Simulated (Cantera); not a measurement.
A closed system holds: 1 mol MgSO₄, 0.023 mol C, a varied amount of O₂, equilibrated at 698.15 K and 0.0170 bar.

Method: chemical equilibrium by Gibbs-energy minimisation in Cantera with the NASA 1993 tables (ideal gas, pure condensed phases). Candidate condensed phases: C, Mg, MgCO₃, MgO, MgS, MgSO₄, S; 26 gas species. Gases not in the tables: S₃ to S₇. Kinetics and transport are ignored.

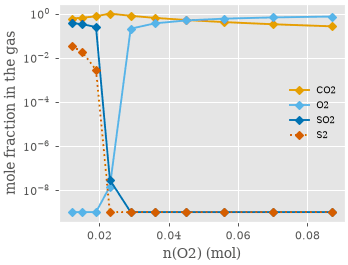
Figure. Equilibrium gas composition (values under 1e-9 drawn at 1e-9)

From 0.012 mol O₂ to 0.019 mol O₂ the condensed part is MgO(s) + MgSO₄(s). From 0.023 mol O₂ to 0.087 mol O₂ the condensed part is MgSO₄(s).
